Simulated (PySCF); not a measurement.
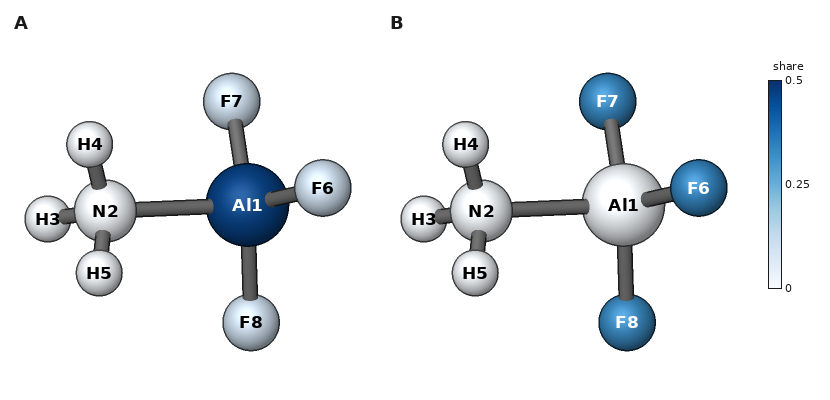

Each panel colours the atoms by their Löwdin share in one orbital (up to four of the largest shares; other atoms are shown as zero). Computed geometry: PBE0-D3(BJ)/def2-SVP optimisation. No frequency run is at hand to confirm it as a minimum. Method: B3LYP/def2-SVPD (PySCF 2.14.0).

> The panels show the HOMO, LUMO+1, in some order. Which is which?

A: LUMO+1, 0.63 eV; Al1 0.47, F8 0.09, F7 0.09, F6 0.09
B: HOMO, −10.23 eV; F6 0.34, F7 0.33, F8 0.33
